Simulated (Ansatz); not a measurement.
# Geometry relaxation, with input and output: C$_{2}$H$_{5}$NSi (part 1 of 2)

C$_{2}$H$_{5}$NSi, SMILES [SiH3]C1C=N1, computed with RKS PBE-D4/def2-SVP (Ansatz 0.2.0).

It belongs to a series of runs on one base structure; here: end point A relaxed. Figures and captions count atoms from 1; the log counts them from 0 in places.

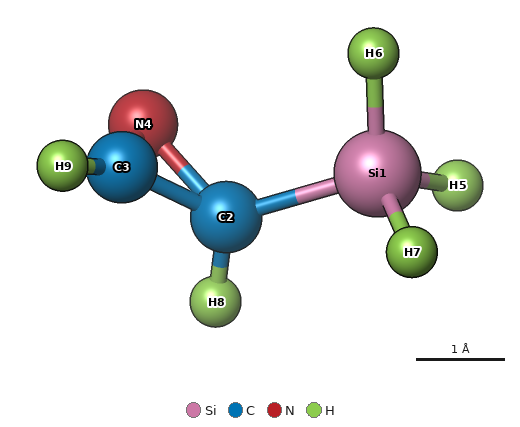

The structure as given in the input (ball-and-stick view, seen at a tilt; atoms are numbered from 1 in the order of the input). Bond lengths as drawn: C–C 1.45 Å, C–H 1.06 to 1.09 Å, C–N 1.25 to 1.52 Å, C–Si 1.89 Å and H–Si 1.46 to 1.47 Å.

### Summary

```tsv
quantity	value
outcome	converged
total energy	−11506.7488 eV
mean-field energy	−11506.5821 eV
largest force (length of the vector) at the end	0.012 eV/Å
hardware	1 thread of Arm Neoverse V1, 24 GiB of memory available, shared host
wall time	32 s
peak memory	0.15 GiB
```

### Input file
```yaml
crystal:
  periodic: [false, false, false]
  atoms:
    - { symbol: Si, position_ang: [-0.52878, 1.17008, 0.19527] }
    - { symbol: C, position_ang: [0.1354, -0.42277, -0.57054] }
    - { symbol: C, position_ang: [0.77732, -1.46308, 0.21796] }
    - { symbol: "N", position_ang: [-0.39364, -1.76515, -0.08055] }
    - { symbol: H, position_ang: [-1.66363, 1.6495, -0.58972] }
    - { symbol: H, position_ang: [-0.91641, 0.89079, 1.57648] }
    - { symbol: H, position_ang: [0.5589, 2.15306, 0.16233] }
    - { symbol: H, position_ang: [0.37871, -0.4127, -1.63214] }
    - { symbol: H, position_ang: [1.65213, -1.79973, 0.7209] }
basis:
  gaussian: { orbitals: def2-SVP }
hamiltonian:
  xc: pbe
  dispersion: d4
relax:
  f_tol: 0.015
  max_steps: 40
output:
  orbitals: {}
```

Run as:
```bash
ansatz run input.yaml --threads 1 --pin off --max-ram 2048MiB --backend cpu --events-out ev --progress --plain --runs-dir out
```

### Log
```
The last accepted step is kept in [file] (removed where the run ends without a failure and the disk answers)
Engine: ansatz 0.2.0, aarch64-unknown-linux-gnu
Functional definition: PBE
  parameter kappa = 0.804
  parameter beta = 0.06672455060314922
  exchange = pbe_x(kappa = kappa, mu = beta*pi^2/3)
  correlation = pbe_c(beta = beta)
974 factors; their error is unknown
mean field evaluation 1: about -11501.3386 eV, gradient 4.3e1 eV
mean field evaluation 2: about -11493.9546 eV, gradient 7.0e1 eV
mean field evaluation 4: about -11506.3715 eV, gradient 7.9e0 eV
mean field evaluation 8: about -11506.5060 eV, gradient 1.1e-1 eV
mean field evaluation 16: about -11506.4302 eV, gradient 3.4e-4 eV
mean field -11506.43019506 eV, -422.8535103301 hartree, gradient 9.9e-6 eV, S^2 0.000000; 0 other end points of the search recorded, 0 dependent functions left out
the calculation of the forces begins
reference -11506.43022776 eV, -422.8535115316 hartree; 19, 19 occupied and 66, 66 virtual orbitals, 974 factors
relax step   1: F+E_penalty+E_count = -11506.59877484 eV  Δ(F+E_penalty+E_count) = +0.000e0 eV  max|allowed force component| = 1.400e0 eV/Å  Δτ_max = 0.0000 Å  (29 SCF iters, accepted)
these checks for a lower state are left out or cut short: starts, cluster_reference, orbital_swaps, neighbouring_geometries, increment
974 factors; their error is unknown
mean field -11506.55301968 eV, -422.8580240515 hartree, gradient 1.2e-5 eV, S^2 0.000000; 0 other end points of the search recorded, 0 dependent functions left out
the calculation of the forces begins
reference -11506.55305274 eV, -422.8580252665 hartree; 19, 19 occupied and 66, 66 virtual orbitals, 974 factors
relax step   2: F+E_penalty+E_count = -11506.72007351 eV  Δ(F+E_penalty+E_count) = -1.213e-1 eV  max|allowed force component| = 6.649e-1 eV/Å  Δτ_max = 0.0735 Å  (32 SCF iters, accepted)
these checks for a lower state are left out or cut short: starts, cluster_reference, orbital_swaps, neighbouring_geometries, increment
974 factors; their error is unknown
mean field evaluation 32: about -11506.5737 eV, gradient 3.5e-3 eV
mean field -11506.57366402 eV, -422.8587827169 hartree, gradient 1.3e-5 eV, S^2 0.000000; 0 other end points of the search recorded, 0 dependent functions left out
the calculation of the forces begins
reference -11506.57369722 eV, -422.8587839370 hartree; 19, 19 occupied and 66, 66 virtual orbitals, 974 factors
relax step   3: F+E_penalty+E_count = -11506.74036300 eV  Δ(F+E_penalty+E_count) = -2.029e-2 eV  max|allowed force component| = 2.773e-1 eV/Å  Δτ_max = 0.0341 Å  (31 SCF iters, accepted)
these checks for a lower state are left out or cut short: starts, cluster_reference, orbital_swaps, neighbouring_geometries, increment
974 factors; their error is unknown
mean field -11506.57826833 eV, -422.8589519223 hartree, gradient 1.9e-5 eV, S^2 0.000000; 0 other end points of the search recorded, 0 dependent functions left out
the calculation of the forces begins
reference -11506.57830155 eV, -422.8589531430 hartree; 19, 19 occupied and 66, 66 virtual orbitals, 974 factors
relax step   4: F+E_penalty+E_count = -11506.74482369 eV  Δ(F+E_penalty+E_count) = -4.461e-3 eV  max|allowed force component| = 1.378e-1 eV/Å  Δτ_max = 0.0209 Å  (30 SCF iters, accepted)
these checks for a lower state are left out or cut short: starts, cluster_reference, orbital_swaps, neighbouring_geometries, increment
974 factors; their error is unknown
mean field -11506.57249516 eV, -422.8587397622 hartree, gradient 1.3e-5 eV, S^2 0.000000; 0 other end points of the search recorded, 0 dependent functions left out
the calculation of the forces begins
reference -11506.57252840 eV, -422.8587409838 hartree; 19, 19 occupied and 66, 66 virtual orbitals, 974 factors
relax step   5: F+E_penalty+E_count = -11506.73886544 eV  Δ(F+E_penalty+E_count) = +5.958e-3 eV  max|allowed force component| = 9.293e-1 eV/Å  Δτ_max = 0.0314 Å  (31 SCF iters, rejected (line search))
these checks for a lower state are left out or cut short: starts, cluster_reference, orbital_swaps, neighbouring_geometries, increment
974 factors; their error is unknown
mean field -11506.57987988 eV, -422.8590111458 hartree, gradient 9.1e-6 eV, S^2 0.000000; 0 other end points of the search recorded, 0 dependent functions left out
the calculation of the forces begins
reference -11506.57991310 eV, -422.8590123665 hartree; 19, 19 occupied and 66, 66 virtual orbitals, 974 factors
relax step   6: F+E_penalty+E_count = -11506.74647123 eV  Δ(F+E_penalty+E_count) = -1.648e-3 eV  max|allowed force component| = 3.070e-2 eV/Å  Δτ_max = 0.0151 Å  (29 SCF iters, accepted)
these checks for a lower state are left out or cut short: starts, cluster_reference, orbital_swaps, neighbouring_geometries, increment
974 factors; their error is unknown
mean field -11506.58001269 eV, -422.8590160262 hartree, gradient 1.2e-5 eV, S^2 0.000000; 0 other end points of the search recorded, 0 dependent functions left out
the calculation of the forces begins
reference -11506.58004591 eV, -422.8590172471 hartree; 19, 19 occupied and 66, 66 virtual orbitals, 974 factors
relax step   7: F+E_penalty+E_count = -11506.74668438 eV  Δ(F+E_penalty+E_count) = -2.132e-4 eV  max|allowed force component| = 6.433e-2 eV/Å  Δτ_max = 0.0159 Å  (31 SCF iters, accepted)
these checks for a lower state are left out or cut short: starts, cluster_reference, orbital_swaps, neighbouring_geometries, increment
974 factors; their error is unknown
mean field evaluation 64: about -11506.6576 eV, gradient 9.1e-3 eV
mean field -11506.58079835 eV, -422.8590448988 hartree, gradient 1.2e-5 eV, S^2 0.000000; 0 other end points of the search recorded, 0 dependent functions left out
the calculation of the forces begins
reference -11506.58083162 eV, -422.8590461214 hartree; 19, 19 occupied and 66, 66 virtual orbitals, 974 factors
relax step   8: F+E_penalty+E_count = -11506.74745504 eV  Δ(F+E_penalty+E_count) = -7.707e-4 eV  max|allowed force component| = 4.046e-2 eV/Å  Δτ_max = 0.0330 Å  (31 SCF iters, accepted)
these checks for a lower state are left out or cut short: starts, cluster_reference, orbital_swaps, neighbouring_geometries, increment
974 factors; their error is unknown
mean field -11506.58154062 eV, -422.8590721766 hartree, gradient 1.2e-5 eV, S^2 0.000000; 0 other end points of the search recorded, 0 dependent functions left out
the calculation of the forces begins
reference -11506.58157392 eV, -422.8590734005 hartree; 19, 19 occupied and 66, 66 virtual orbitals, 974 factors
relax step   9: F+E_penalty+E_count = -11506.74825841 eV  Δ(F+E_penalty+E_count) = -8.034e-4 eV  max|allowed force component| = 9.909e-2 eV/Å  Δτ_max = 0.0444 Å  (31 SCF iters, accepted)
these checks for a lower state are left out or cut short: starts, cluster_reference, orbital_swaps, neighbouring_geometries, increment
974 factors; their error is unknown
mean field -11506.58190821 eV, -422.8590856854 hartree, gradient 1.2e-5 eV, S^2 0.000000; 0 other end points of the search recorded, 0 dependent functions left out
the calculation of the forces begins
reference -11506.58194154 eV, -422.8590869103 hartree; 19, 19 occupied and 66, 66 virtual orbitals, 974 factors
relax step  10: F+E_penalty+E_count = -11506.74862273 eV  Δ(F+E_penalty+E_count) = -3.643e-4 eV  max|allowed force component| = 7.690e-2 eV/Å  Δτ_max = 0.0351 Å  (31 SCF iters, accepted)
these checks for a lower state are left out or cut short: starts, cluster_reference, orbital_swaps, neighbouring_geometries, increment
974 factors; their error is unknown
mean field -11506.58200021 eV, -422.8590890664 hartree, gradient 1.2e-5 eV, S^2 0.000000; 0 other end points of the search recorded, 0 dependent functions left out
the calculation of the forces begins
reference -11506.58203352 eV, -422.8590902903 hartree; 19, 19 occupied and 66, 66 virtual orbitals, 974 factors
relax step  11: F+E_penalty+E_count = -11506.74872809 eV  Δ(F+E_penalty+E_count) = -1.054e-4 eV  max|allowed force component| = 5.020e-2 eV/Å  Δτ_max = 0.0148 Å  (31 SCF iters, accepted)
these checks for a lower state are left out or cut short: starts, cluster_reference, orbital_swaps, neighbouring_geometries, increment
974 factors; their error is unknown
mean field evaluation 96: about -11506.5821 eV, gradient 1.9e-5 eV
mean field -11506.58208284 eV, -422.8590921031 hartree, gradient 1.9e-5 eV, S^2 0.000000; 0 other end points of the search recorded, 0 dependent functions left out
the calculation of the forces begins
reference -11506.58211616 eV, -422.8590933272 hartree; 19, 19 occupied and 66, 66 virtual orbitals, 974 factors
relax step  12: F+E_penalty+E_count = -11506.74880083 eV  Δ(F+E_penalty+E_count) = -7.274e-5 eV  max|allowed force component| = 1.169e-2 eV/Å  Δτ_max = 0.0034 Å  (32 SCF iters, accepted)
```

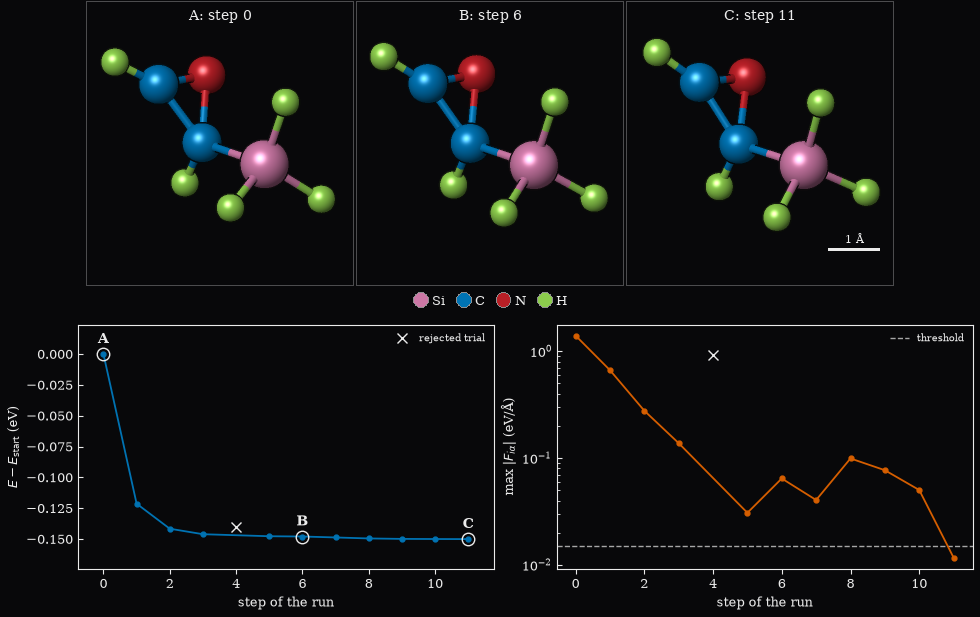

Frames of the relaxation (ball-and-stick view, seen at a tilt) above the curves, on which the letters mark them (the first geometry is step 0 here and step 1 in the log).

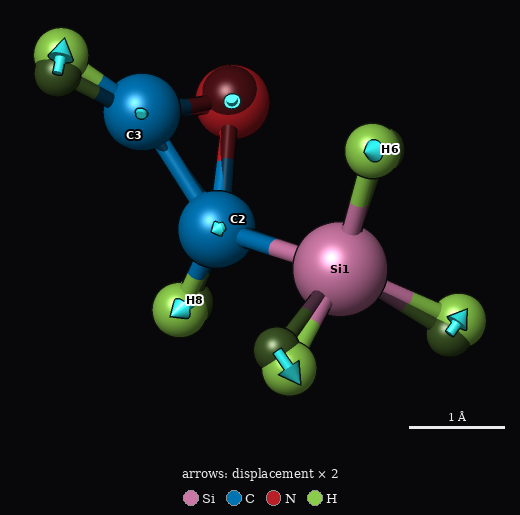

Start (faint) and end (solid) with the displacements as teal arrows, magnified 2 times (ball-and-stick view, seen at a tilt). The two geometries are laid on each other by the best rigid fit. The largest move after the best rigid fit is that of H7, 0.23 Å. Largest moves by element: H 0.23 Å, N 0.10 Å, C 0.09 Å, Si 0.02 Å. Among the contacts that change: C2–N4 1.524 → 1.583 Å, Si1–H5 1.461 → 1.505 Å, Si1–H6 1.462 → 1.504 Å, Si1–H7 1.466 → 1.507 Å. Among the angles that change: N4–C3–H9 144.1° → 139.0°, C2–Si1–H7 107.2° → 110.0°, C2–C3–H9 147.7° → 150.4°. After 11 geometry steps the energy has fallen by 0.150 eV. Largest force component: 1.4 eV/Å at the start, 0.012 eV/Å at the end. The line search rejected the trial step at point 4 (counted from 0) and went back. (Atoms are counted from 1 in the order of the input.)

```
974 factors; their error is unknown
mean field -11506.58208284 eV, -422.8590921031 hartree, gradient 1.2e-5 eV, S^2 0.000000; 1 other end points of the search recorded, 0 dependent functions left out
the calculation of the forces begins
reference -11506.58211616 eV, -422.8590933272 hartree; 19, 19 occupied and 66, 66 virtual orbitals, 974 factors
Total energy: -11506.74883414 eV, -422.8652201002 hartree
Atom 0 at    -0.510761     1.178928     0.183416 Å, force    -0.001089     0.002348     0.000366 eV/Å
Atom 1 at     0.216259    -0.396024    -0.569800 Å, force     0.000971    -0.000199    -0.002302 eV/Å
Atom 2 at     0.744936    -1.512405     0.217559 Å, force     0.011688    -0.001007     0.002146 eV/Å
Atom 3 at    -0.423483    -1.788154    -0.170405 Å, force    -0.008324    -0.000392    -0.004077 eV/Å
Atom 4 at    -1.791007     1.561231    -0.510082 Å, force     0.003240    -0.000922     0.001760 eV/Å
Atom 5 at    -0.782946     0.947028     1.644757 Å, force     0.000064     0.001076    -0.002053 eV/Å
Atom 6 at     0.464016     2.318838     0.034362 Å, force    -0.002211    -0.002521    -0.000110 eV/Å
```
